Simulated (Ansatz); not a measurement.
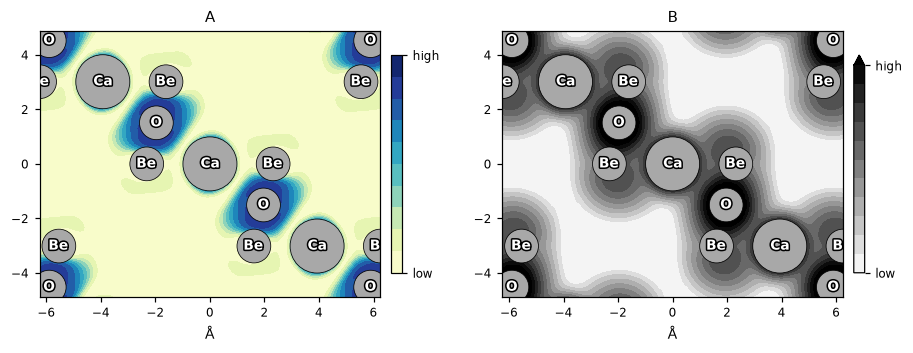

CaBe$_{2}$O$_{3}$: 2 fields on the (110) plane of the conventional cell, with unlabelled colour scales. Grey discs cover the atomic cores.

Space group R-3m; a structure generated by program, which may or may not match a known phase.

Computed with Ansatz 0.2.0, DFT PBE, scalar-relativistic, plane waves, PAW.

Question: Which field does each panel show? The fields are: electron localisation function and valence pseudo-density.

Answer: Panel A: electron localisation function. Panel B: valence pseudo-density. From the grid: Be–O (1.55 Å): ρ is about 1.2 e/Å³ halfway; the ELF peaks at about 0.85 in the valence shell of O, 0.7 Å from its nucleus, and is about 0.85 at the midpoint. Ca–O (2.48 Å): the density is about 0.23 e/Å³ at the midpoint; the ELF peaks at about 0.80 in the valence shell of O, 0.7 Å from its nucleus, and is about 0.10 at the midpoint (an ionic contact with no shared pair).
